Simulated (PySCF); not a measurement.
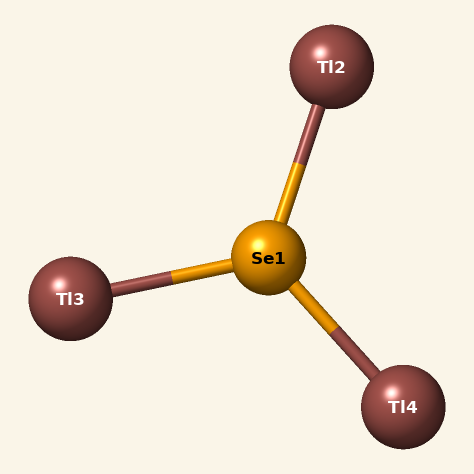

Every bond is drawn as one stick. Charge +1, singlet. The computed structure is the end point of a B3LYP/def2-SVP with core potentials optimisation. Level of theory: B3LYP/def2-SVP, core potentials on Tl (PySCF 2.14.0). The run warned: a mode under 25 cm-1 is near the numerical noise.

List the Mayer bond orders of Se1–Tl2 (one bond of each equivalent set).

```json
{"bond": "Se1–Tl2", "Mayer order": "0.72", "length (Å)": "2.857"}
```

Its softest mode lies under 30 cm⁻¹, so another, bent or twisted shape can't be ruled out.
